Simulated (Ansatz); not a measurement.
The figure comes from a scan of As (space group Cmce): the cell is scaled evenly about its relaxed volume V₀. Computed with r2SCAN+rVV10 (plane waves to 500 eV, PAW, scalar-relativistic; Ansatz, a program for electronic structure). k mesh 10×10×7 (Γ-centred), Fermi-Dirac smearing 0.05 eV. Stress and pressure are positive under compression. As was relaxed with its symmetry unable to fall. 

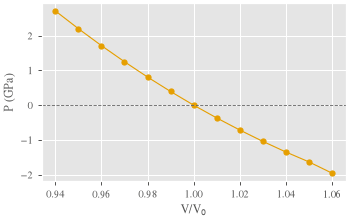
Fig. 1. P (GPa) against V/V₀; computed points joined by lines.

Problem. List the plotted points as numbers.

Solution. To the nearest 0.1:

```tsv
V/V₀	P (GPa)
0.940	2.7
0.950	2.2
0.960	1.7
0.970	1.2
0.980	0.8
0.990	0.4
1.000	0.0
1.010	-0.4
1.020	-0.7
1.030	-1.0
1.040	-1.3
1.050	-1.6
1.060	-2.0
```

(Under strain, the slope of the energy per volume gives the stress and its curvature an elastic modulus.)
